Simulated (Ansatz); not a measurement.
**Lattice dynamics of LiZnF3 (model cell, started as cubic perovskite with Zn in the octahedra)**

Wanted: vibrations and spectra of LiZnF3 (model cell, started as cubic perovskite with Zn in the octahedra); the cell is already relaxed. After the zone centre comes a 4×4×4 q mesh on a 8×8×8 k mesh.

Calculated with Ansatz 0.2.0; DFT PBEsol, scalar-relativistic, plane waves, PAW; PAW set soft_1.

The structure was built from a prototype and need not be the compound's stable phase.

### Step 1. The structure

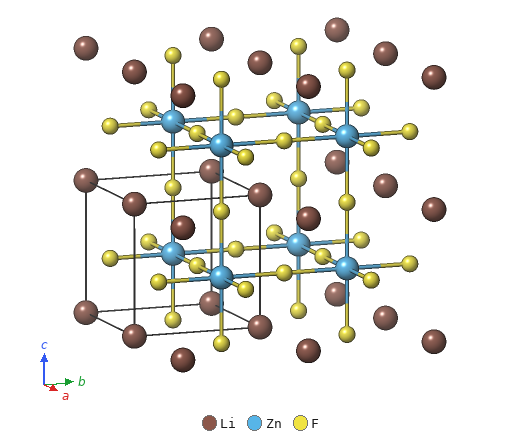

The cell as given, slightly off an axis (lithium brown, zinc blue, fluorine yellow). 2×2×2 cells are drawn. Some periodic images of atoms are drawn too.

### Step 2. Zone-centre response

The cell comes from relaxations at this level that are not shown. The zone centre comes first: it holds the modes that light can see, as far as symmetry allows. The response to a homogeneous field gives the Born charges and the dielectric tensor.

Contents of input.yaml:

```yaml
crystal:
  lattice:
    - [3.9677040432, 0.0, 0.0]
    - [0.0, 3.9677040432, 0.0]
    - [0.0, 0.0, 3.9677040432]
  atoms:
    - { symbol: Li, position: [0.0, 0.0, 0.0] }
    - { symbol: Zn, position: [0.5, 0.5, 0.5] }
    - { symbol: F, position: [0.5, 0.5, 0.0] }
    - { symbol: F, position: [0.5, 0.0, 0.5] }
    - { symbol: F, position: [0.0, 0.5, 0.5] }
kpoints:
  mp_grid: { grid: [8, 8, 8] }
hamiltonian:
  xc: pbesol
  pseudopotentials: { kind: paw, azcp: { folder: soft_1 }, xc_functional: pbe }
scf:
  occupations: { method: fixed }
output:
  eigenvalues: true
phonons:
  method: dfpt
  dielectric: true
  rigid_motions: translations
```

On the command line:

```sh
$ ansatz run input.yaml --threads 4 --pin off --max-ram 16384MiB --backend cpu --events-out ev --progress --plain --runs-dir out
```

Numbers of over 12 decimals in the logs are rounded to 6 here.

The program printed:

```text
Engine: ansatz 0.2.0, x86_64-unknown-linux-gnu
Pseudopotentials: kind: paw
Pseudopotential: Li, paw, valence charge 3, recommended cutoff 420 eV (normal), soft_1/Li.paw.azcp
Pseudopotential: Zn, paw, valence charge 12, recommended cutoff 420 eV (normal), soft_1/Zn.paw.azcp
Pseudopotential: F, paw, valence charge 7, recommended cutoff 420 eV (normal), soft_1/F.paw.azcp
Functional definition: PBEsol
  exchange = pbesol_x
  correlation = pbesol_c
Crystal: 5 atoms, lattice volume = 62.462 Å³
Basis set: ecut = 420 eV, 1213 PW (Γ), exchange–correlation on 54×54×54 points (8 copies of the dense FFT grid, shifted against one another)
Bands: 23, of which v1, the nominal top of the filled ones, is band 18 counted from 1 (17 counted from 0)
Symmetry: 48 space group operations
k-points: 170 of 512 (irreducible under 2 space group operations, time reversal used)
Non-local potential: Li, projectors of the file, l = 0: 3, l = 1: 2, l = 2: 1
Non-local potential: Zn, projectors of the file, l = 0: 2, l = 1: 2, l = 2: 3, l = 3: 1
Non-local potential: F, projectors of the file, l = 0: 2, l = 1: 2, l = 2: 1
PAW form: soft (Blöchl's): semilocal exchange-correlation on the pseudo side does not see the compensation charge
PAW frozen core: Zn, regenerated for the run's functional, and the local potential with it (the file was generated under x = pbe(κ = 0.804, μ = 0.219515), c = pbe(β = 0.066725))
PAW frozen core: F, regenerated for the run's functional, and the local potential with it (the file was generated under x = pbe(κ = 0.804, μ = 0.219515), c = pbe(β = 0.066725))
PAW one-centre angular grid: Li, 110 points (default); XC on 64 Gauss nodes
PAW one-centre angular grid: Zn, 590 points (default); XC on 64 Gauss nodes
PAW one-centre angular grid: F, 110 points (default); XC on 64 Gauss nodes
Initial density: superposition of atomic densities (chi_scale 0.1, normalization cell, long waves kept (reshape's long-wave potential 0.03 eV rms))
Initial wavefunctions: pseudopotential atomic-orbital guess
Functional: x = pbesol(κ = 0.804, μ = 0.123457), c = pbesol(β = 0.046)
SCF iter   1: F=—  HF=-5893.265929 eV  |F-HF|=—  |Δ(HF+E_count)|=         —  Δρ=1.82e-1  dr2=1.26e1  ethr=3.10e-3  ⟨swp⟩=4.3  Hψ=17887  notcnv=0  defer=352
preconditioner: auto → Resta (q_TF=auto, 2.489 Å⁻¹)  ε∞=3.7  [insulator: Δε(μ)=2.900 eV  Ē_g=16.802 eV  n_scr=18 (ndim 8)  ℏωp=27.4 eV  f_vac=0.010  ε∞_Penn≈3.7]
SCF iter   2: F=—  HF=-5888.911272 eV  |F-HF|=—  |Δ(HF+E_count)|=    4.35e0  Δρ=4.01e-2  dr2=8.04e-1  ethr=3.10e-3  ⟨swp⟩=3.0  Hψ=11267  notcnv=0  defer=411
SCF iter   3: F=—  HF=-5888.465671 eV  |F-HF|=—  |Δ(HF+E_count)|=   4.46e-1  Δρ=2.14e-2  dr2=3.11e-1  ethr=2.23e-3  ⟨swp⟩=2.0  Hψ=7998  notcnv=0  defer=483
SCF iter   4: F=—  HF=-5888.415326 eV  |F-HF|=—  |Δ(HF+E_count)|=   5.03e-2  Δρ=1.06e-2  dr2=2.82e-2  ethr=8.64e-4  ⟨swp⟩=2.4  Hψ=6603  notcnv=0  defer=480
SCF iter   5: F=—  HF=-5888.447884 eV  |F-HF|=—  |Δ(HF+E_count)|=   3.26e-2  Δρ=6.99e-3  dr2=1.80e-2  ethr=7.83e-5  ⟨swp⟩=2.9  Hψ=8238  notcnv=0  defer=496
SCF iter   6: F=—  HF=-5888.441586 eV  |F-HF|=—  |Δ(HF+E_count)|=   6.30e-3  Δρ=3.16e-3  dr2=3.30e-3  ethr=5.01e-5  ⟨swp⟩=2.2  Hψ=6393  notcnv=0  defer=496
SCF iter   7: F=—  HF=-5888.441177 eV  |F-HF|=—  |Δ(HF+E_count)|=   4.09e-4  Δρ=6.66e-4  dr2=1.95e-4  ethr=9.16e-6  ⟨swp⟩=2.1  Hψ=6553  notcnv=0  defer=502
SCF iter   8: F=—  HF=-5888.441202 eV  |F-HF|=—  |Δ(HF+E_count)|=   2.47e-5  Δρ=8.65e-5  dr2=5.99e-6  ethr=5.41e-7  ⟨swp⟩=2.0  Hψ=6458  notcnv=0  defer=502
SCF iter   9: F=—  HF=-5888.441203 eV  |F-HF|=—  |Δ(HF+E_count)|=   1.08e-6  Δρ=2.41e-5  dr2=2.66e-7  ethr=1.66e-8  ⟨swp⟩=2.4  Hψ=6296  notcnv=0  defer=172
SCF iter  10: F=—  HF=-5888.441203 eV  |F-HF|=—  |Δ(HF+E_count)|=   5.03e-7  Δρ=2.28e-6  dr2=2.63e-9  ethr=7.39e-10  ⟨swp⟩=2.0  Hψ=6738  notcnv=0  defer=170
SCF iter  11: F=—  HF=-5888.441203 eV  |F-HF|=—  |Δ(HF+E_count)|=   3.82e-9  Δρ=4.81e-7  dr2=1.03e-10  ethr=7.31e-12  ⟨swp⟩=2.0  Hψ=6794  notcnv=0  defer=170
SCF iter  12: F=-5888.441203 eV  HF=-5888.441203 eV  |F-HF|=1.64e-11  |Δ(HF+E_count)|=  2.54e-10  Δρ=1.08e-7  dr2=7.12e-12  ethr=1.00e-12  ⟨swp⟩=11.1  Hψ=22665  notcnv=0
SCF 1 converged in 12 iterations: F = -5888.441203 eV  dr2 = 7.12e-12
  greatest PAW one-centre occupation: 0.999 electrons in one spin orbital (limit 2), on the Li atom at site 0 (counted from 0), in its partial waves of l = 0
DFPT response loops at Γ: preconditioner auto → none (the input reference at scf.mixing.eps_inf says where Resta's filter doesn't serve); β = 0.50; Broyden in place of MSR1
SCF converged after 12 iterations
Free energy (F): -5888.441203 eV
Harris-Foulkes:  -5888.441203 eV  (|F-HF|=1.64e-11)
Internal energy: -5888.441203 eV  (E = F + TS)
E sigma→0 (E₀):  -5888.441203 eV
Fermi energy:    2.616982 eV
--- Per-component energies (eV) ---
  E_band       = -217.983533
  E_kinetic    = 753.081377
  E_local      = -4452.989431  (includes V_loc(G=0)·N_el)
  E_nonlocal   = 1073.921020
  E_hartree    = 1712.264893
  E_xc         = -312.712639
  E_vxc        = -354.652487  (∫ρ·V_xc dr)
  E_paw        = -2481.889139  (= ΣΔE_a)
  E_vpaw       = -661.875802  (= ΣTr[D̂ρ^β])
  E_aug_tail   = 0.002100  (compensation charges beyond the density's cutoff)
  E_ewald      = -2181.044068
  E_core_change = 0.924684  (= ΣΔE_core)
  E_smearing   = -0.000000  (= −TS)
  E_closure    = -0.000000  (closes the sum)
  Σ components = -5888.441203   (vs F -5888.441203, Δ=0.00e0)
--- Band table (eV; the first three rows and the last of 170) ---
  k-point 0: bands = [... 14 lower, 0.1672, 0.2433, 0.2433, 0.2433, 5.6968, 10.1296, 13.4353, 13.4353, ... 1 higher]
  k-point 1: bands = [... 14 lower, 0.2010, 0.2898, 0.2898, 0.3809, 5.9815, 10.2676, 12.5777, 13.3930, ... 1 higher]
  k-point 2: bands = [... 14 lower, 0.2220, 0.4316, 0.4316, 0.6652, 6.7213, 10.4838, 11.6454, 13.2884, ... 1 higher]
  k-point 169: bands = [... 14 lower, 0.7927, 0.7927, 2.6170, 2.6170, 10.5318, 11.9437, 11.9437, 11.9437, ... 1 higher]
--- Phonons (Γ-DFPT): 4 representative perturbations + reference, on 170 of 512 k-points (Σ response iterations 15) ---
  k mesh reduced under 2 symmetry operations, with k and −k counted as one. Each operation leaves every solved perturbation unchanged. A smaller set is not considered because the run solves the response to a homogeneous field
  ASR residual: 2.590e-4 → 0.000e0 eV/Å²; symmetrization residual: 1.386e-6 eV/Å²
  ASR residual per site (eV/Å²): 1.99e-4 2.59e-4 9.52e-5 9.52e-5 9.52e-5
  Γ frequencies (cm⁻¹): -231.11 -231.11 -231.11 -40.21 -40.21 -40.21 0.00 0.00 0.00 187.72 187.72 187.72 488.99 488.99 488.99
  ε∞ (high-frequency dielectric tensor):
        2.289975    -0.000000     0.000000
        0.000000     2.289975     0.000000
        0.000000     0.000000     2.289975
  softest optical mode at Γ: -231.11 cm⁻¹; the repairs (sum rule, projections) moved no ω² at Γ by more than (2.94 cm⁻¹)²
  Born effective charges Z* (e; rows j = field, columns β = displacement):
    site 0:
         1.20764    0.00000    0.00000
        -0.00000    1.20764    0.00000
         0.00000    0.00000    1.20764
    site 1:
         2.20743    0.00000    0.00000
         0.00000    2.20743    0.00000
         0.00000    0.00000    2.20743
    site 2:
        -0.85758    0.00000    0.00000
         0.00000   -0.85758    0.00000
         0.00000    0.00000   -1.69990
    site 3:
        -0.85758    0.00000    0.00000
        -0.00000   -1.69990    0.00000
         0.00000    0.00000   -0.85758
    site 4:
        -1.69990    0.00000    0.00000
        -0.00000   -0.85758    0.00000
         0.00000    0.00000   -0.85758
  Z* charge neutrality: 1.326e-5 e pre-enforcement
  k-mesh period / interband length: 31.7 Å / 1.04 Å = 30.58 at k = (0.0000, 0.0000, 0.0000), direct gap 5.453 eV — 14 or more, which is no proof of convergence
  optical modes at Γ without the LO–TO term, one row a degenerate level:
      ω (cm⁻¹)  modes    IR ((D/Å)²/amu)
       -231.11      3            22.1453
        -40.21      3             0.0000
        187.72      3             1.4785
        488.99      3            11.9649
  optical modes at Γ + LO–TO along q̂ = [1.0000, 0.0000, 0.0000]:
      ω (cm⁻¹)  modes    IR ((D/Å)²/amu)
       -231.11      2            14.7636
        -40.21      3             0.0000
        120.58      1             1.5903
        187.72      2             0.9857
        239.39      1             2.5928
        488.99      2             7.9766
        570.95      1             7.6798
  optical modes at Γ + LO–TO along q̂ = [0.0000, 1.0000, 0.0000]:
      ω (cm⁻¹)  modes    IR ((D/Å)²/amu)
       -231.11      2            14.7636
        -40.21      3             0.0000
        120.58      1             1.5903
        187.72      2             0.9857
        239.39      1             2.5928
        488.99      2             7.9766
        570.95      1             7.6798
  optical modes at Γ + LO–TO along q̂ = [0.0000, 0.0000, 1.0000]:
      ω (cm⁻¹)  modes    IR ((D/Å)²/amu)
       -231.11      2            14.7636
        -40.21      3             0.0000
        120.58      1             1.5903
        187.72      2             0.9857
        239.39      1             2.5928
        488.99      2             7.9766
        570.95      1             7.6798
```

The job ended after 35 s (4 threads of Intel Xeon Platinum 8375C at 2.90GHz (Ice Lake), shared host; peak memory 1.2 GiB).

The column dr2 measures how far the density is from self-consistency, as an energy; F and HF (Harris–Foulkes) agree once it is small.

Numbers from this step:

| Property | Result |
| --- | --- |
| gap on the k-mesh | 3.080 eV |
| volume per atom | 12.49 Å³ |
| sum-rule residual before enforcement | 2.59e-4 eV/Å² |
| miss of the charge sum rule | 1.33e-5 e |
| point group | m-3m |
| highest optical mode at the zone centre (no LO-TO term) | 489.0 cm⁻¹ |
| lowest optical zone-centre mode | -231.1 cm⁻¹ |
| mean high-frequency dielectric constant | 2.29 |
| largest Born charge (third of the trace) | 2.207 e |
| top of the zone-centre spectrum with the field | 571.0 cm⁻¹ |

Without the LO-TO term. Patterns of degenerate modes are one choice out of their space. Modes at Γ, with each element's share of the kinetic energy (negative means imaginary):

| mode | frequency (cm⁻¹) | symmetry | Li % | Zn % | F % |
| --- | --- | --- | --- | --- | --- |
| 1 | -231.1 | T1u | 79 | 1 | 20 |
| 2 | -231.1 | T1u | 79 | 1 | 20 |
| 3 | -231.1 | T1u | 79 | 1 | 20 |
| 4 | -40.2 | T2u | 0 | 0 | 100 |
| 5 | -40.2 | T2u | 0 | 0 | 100 |
| 6 | -40.2 | T2u | 0 | 0 | 100 |
| 7 | 0.0 | acoustic | 5 | 51 | 44 |
| 8 | 0.0 | acoustic | 5 | 51 | 44 |
| 9 | 0.0 | acoustic | 5 | 51 | 44 |
| 10 | 187.7 | T1u | 15 | 37 | 47 |
| 11 | 187.7 | T1u | 15 | 37 | 47 |
| 12 | 187.7 | T1u | 15 | 37 | 47 |
| 13 | 489.0 | T1u | 0 | 12 | 88 |
| 14 | 489.0 | T1u | 0 | 12 | 88 |
| 15 | 489.0 | T1u | 0 | 12 | 88 |

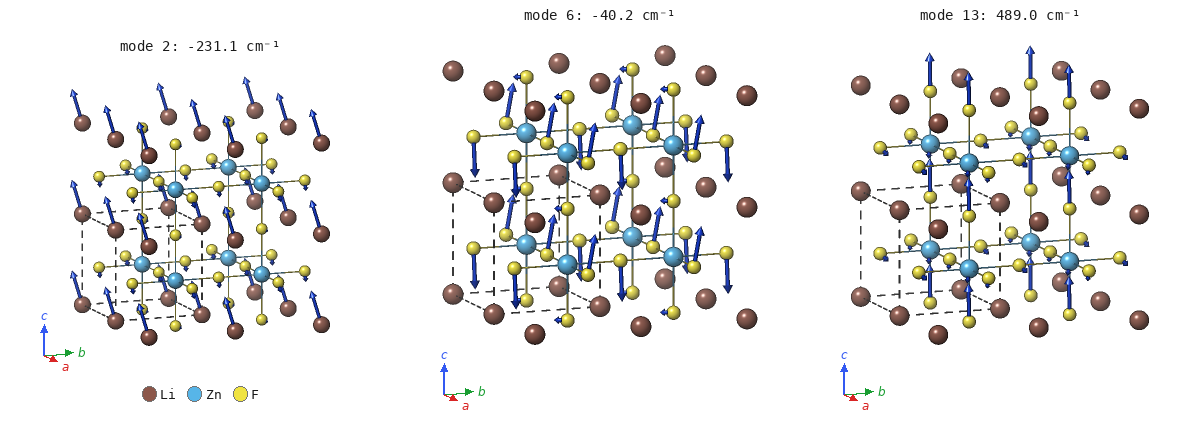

Displacement patterns of modes 2, 6 and 13 at Γ; arrows are exaggerated. 2×2×2 cells are drawn. Some periodic images of atoms are drawn too.

Optical modes at the zone centre, without and with the macroscopic field of the longitudinal modes; each column is sorted by frequency, so a row need not hold one and the same mode. Modes with and without the field, by row:

| rank among optical modes | no field (cm⁻¹) | q along (1, 0, 0) (cm⁻¹) |
| --- | --- | --- |
| 1 | -231.1 | -231.1 |
| 2 | -231.1 | -231.1 |
| 3 | -231.1 | -40.2 |
| 4 | -40.2 | -40.2 |
| 5 | -40.2 | -40.2 |
| 6 | -40.2 | 120.6 |
| 7 | 187.7 | 187.7 |
| 8 | 187.7 | 187.7 |
| 9 | 187.7 | 239.4 |
| 10 | 489 | 489 |
| 11 | 489 | 489 |
| 12 | 489 | 571 |

Born charge (rows field, columns displacement) (e), principal values of the symmetric part by kind of site:

| atom | atoms with these values | low | middle | high | mean |
| --- | --- | --- | --- | --- | --- |
| Li1 | 1 | 1.21 | 1.21 | 1.21 | 1.21 |
| Zn2 | 1 | 2.21 | 2.21 | 2.21 | 2.21 |
| F3 | 3 | -1.70 | -0.86 | -0.86 | -1.14 |

In full for Zn2:

```
2.21 0.00 0.00
0.00 2.21 0.00
0.00 0.00 2.21
```

High-frequency dielectric tensor:

```
2.29 0.00 0.00
0.00 2.29 0.00
0.00 0.00 2.29
```

Transverse modes; imaginary modes are left out. Lines of the infrared spectrum (strongest = 100):

| position (cm⁻¹) | label | relative intensity |
| --- | --- | --- |
| 188 | T1u | 12 |
| 489 | T1u | 100 |

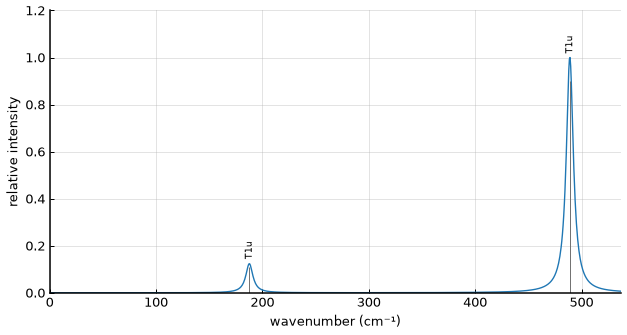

The infrared spectrum, broadened with Lorentzians of width 8 cm⁻¹; bars mark the lines.

Before it was imposed, the acoustic sum rule was missed by 2.6e-4 eV/Å² and the charge sum rule by 1.3e-5 e. Small misses are needed for a sound result but don't prove that mesh and cutoff are converged. The lowest optical mode is imaginary, 231.1i cm⁻¹, so the energy falls along it.

(Continued in part 2 of 2.)

[Logs are printed without paths, hosts, clocks, repeated set-up lines and the standing remarks that a program may print on its own settings, such as how far it seeks lower states.]

[Hosts, paths, dates, database ids (printed as entryN), source tags and the programs' standing remarks are cut or masked in the printed files.]
